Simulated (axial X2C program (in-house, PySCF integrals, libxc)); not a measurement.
**MgNa⁻: properties at the nuclei**

Aim: properties at the nuclei of MgNa⁻, with spin–orbit coupling in the Hamiltonian from the start.

Method: two-component X2C with atomic mean-field terms, Mg dyall-av3z, Na dyall-av3z; program: an in-house X2C program for linear molecules on PySCF integrals.

All values are calculated.

**1. Input**

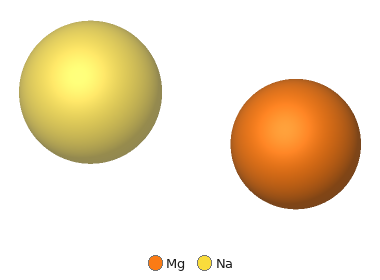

The two atoms at 2.940 Å (magnesium orange, sodium yellow).

File task.json:

```json
{
 "zs": [
  12,
  11
 ],
 "q": -1,
 "bas": [
  "dyall-av3z",
  "dyall-av3z"
 ],
 "r0": 2.94,
 "levels": [
  "PBE0",
  "HF",
  "LDA",
  "PBE",
  "PBE50"
 ],
 "nst": 3
}
```

Keys: zs atomic numbers; q charge; bas basis sets; r0 starting distance in Å; levels methods (HF also brings MP2); nst determinants followed.

Run with:

```sh
> python soeom.py task.json out
```

Nuclei are Gaussian, cores are contracted, and the Gaunt term is on.

**2. Expectation values, lowest determinant**

R = 3.743 Å. State: Ω = 0 (closed shell).

Output of the PBE0 run:

```text
two-component X2C + atomic mean field  PBE0
basis functions 171  fitting functions 724  grid points 4367
iter        total energy     max residual
   1       -362.671306901     8.30e-06
   2       -362.671306901     5.53e-06
converged
one-electron -548.61546782  Coulomb 198.14619623  exact exchange -7.52403588  xc functional -23.30404392  nuclear repulsion 18.66187332  atomic mean-field constant -0.03582883
```

The highest occupied spinor is 52% Na s, 36% Mg p, 6% Na p.

| level | qzz Mg (a.u.) | qzz Na (a.u.) |
| --- | --- | --- |
| PBE0 | -0.18 | -0.02 |
| HF | -0.12 | -0.01 |
| LDA | -0.20 | -0.02 |
| PBE | -0.20 | -0.02 |
| PBE50 | -0.17 | -0.02 |

Eeff is the effective electric field on the electron dipole moment in this Ω state and Ws the scalar–pseudoscalar constant (defined with the proton number Z and per Ω); A∥ is the parallel hyperfine constant, which follows by multiplying with the nuclear g factor gI = μI/(I μN); qzz is the electric field gradient, eQq0 = 234.96 MHz × Q/barn × qzz. The operators were transformed with the bare-nucleus X2C matrices.

**3. Expectation values, a higher determinant**

R = 3.743 Å. State: Ω = 1 (excess of +ω over −ω: 2 × ω = 1/2), 0.47 eV above the lowest in the PBE0 search for states (made at or near this distance, with looser thresholds).

Output of the PBE0 run:

```text
two-component X2C + atomic mean field  PBE0
basis functions 171  fitting functions 724  grid points 4367
iter        total energy     max residual
   1       -362.654166033     9.47e-06
   2       -362.654166078     7.43e-06
   3       -362.654166094     3.96e-06
   4       -362.654166120     2.32e-06
   5       -362.654166131     6.16e-07
   6       -362.654166132     3.18e-07
converged
one-electron -547.73915993  Coulomb 197.27300492  exact exchange -7.52466999  xc functional -23.28938563  nuclear repulsion 18.66187332  atomic mean-field constant -0.03582883
```

The highest occupied spinor is 35% Na p, 32% Na s, 28% Mg p.

| level | Eeff magnitude (GV/cm) | Ws magnitude Mg (kHz) | A∥/gI Mg (MHz) | qzz Mg (a.u.) | A∥/gI Na (MHz) | qzz Na (a.u.) |
| --- | --- | --- | --- | --- | --- | --- |
| PBE0 | 0.0166 | 0.00648 | 12.5 | -0.25 | 217 | -0.12 |
| HF | 0.0243 | 0.00841 | -41.1 | -0.27 | 178 | -0.14 |
| LDA | 0.011 | 0.00483 | 41.4 | -0.23 | 260 | -0.10 |
| PBE | 0.0138 | 0.00586 | 23.9 | -0.24 | 233 | -0.11 |
| PBE50 | 0.0176 | 0.00665 | -0.739 | -0.28 | 194 | -0.14 |

**4. Expectation values, a higher determinant**

R = 3.743 Å. State: Ω = 2 (excess of +ω over −ω: ω = 1/2, ω = 3/2), 0.51 eV above the lowest in the PBE0 search for states (made at or near this distance, with looser thresholds).

Output of the PBE0 run:

```text
two-component X2C + atomic mean field  PBE0
basis functions 171  fitting functions 724  grid points 4367
iter        total energy     max residual
   1       -362.652423540     1.76e-05
   2       -362.652423532     1.81e-05
   3       -362.652423561     1.66e-06
   4       -362.652423561     1.01e-06
converged
one-electron -547.64906401  Coulomb 197.16546217  exact exchange -7.51932739  xc functional -23.27553882  nuclear repulsion 18.66187332  atomic mean-field constant -0.03582883
```

The highest occupied spinor is 60% Na p, 39% Mg p.

| level | Eeff magnitude (GV/cm) | Ws magnitude Mg (kHz) | A∥/gI Mg (MHz) | qzz Mg (a.u.) | A∥/gI Na (MHz) | qzz Na (a.u.) |
| --- | --- | --- | --- | --- | --- | --- |
| PBE0 | 0.0159 | 0.00375 | 12.4 | 0.00 | 115 | -0.01 |
| HF | 0.04 | 0.00852 | 0.484 | -0.05 | 110 | 0.00 |
| LDA | 0.0104 | 0.00265 | 21.6 | 0.00 | 132 | -0.01 |
| PBE | 0.0145 | 0.00341 | 15.3 | -0.01 | 120 | -0.01 |
| PBE50 | 0.0147 | 0.00383 | 9.89 | 0.04 | 105 | 0.00 |

**5. Summary of results**

| quantity | value |
| --- | --- |
| lowest determinant | Ω = 0 (closed shell) |
| qzz Mg (a.u.), PBE0 | -0.18 |
| qzz Na (a.u.), PBE0 | -0.02 |
| higher determinant | Ω = 1 (excess of +ω over −ω: 2 × ω = 1/2) |
| Eeff magnitude (GV/cm), PBE0, higher determinant | 0.0166 |
| Ws magnitude Mg (kHz), PBE0, higher determinant | 0.00648 |
| A∥/gI Mg (MHz), PBE0, higher determinant | 12.5 |
| qzz Mg (a.u.), PBE0, higher determinant | -0.25 |
| higher determinant | Ω = 2 (excess of +ω over −ω: ω = 1/2, ω = 3/2) |
| Eeff magnitude (GV/cm), PBE0, higher determinant | 0.0159 |
| Ws magnitude Mg (kHz), PBE0, higher determinant | 0.00375 |
| A∥/gI Mg (MHz), PBE0, higher determinant | 12.4 |
| qzz Mg (a.u.), PBE0, higher determinant | 0.00 |

The expectation values come from single determinants, which for open shells can mix terms of unlike spin or miss the lowest Ω, so a determinant need not be a state. Eeff is the effective electric field on the electron dipole moment in this Ω state and Ws the scalar–pseudoscalar constant (defined with the proton number Z and per Ω); A∥ is the parallel hyperfine constant, which follows by multiplying with the nuclear g factor gI = μI/(I μN); qzz is the electric field gradient, eQq0 = 234.96 MHz × Q/barn × qzz. The operators were transformed with the bare-nucleus X2C matrices.
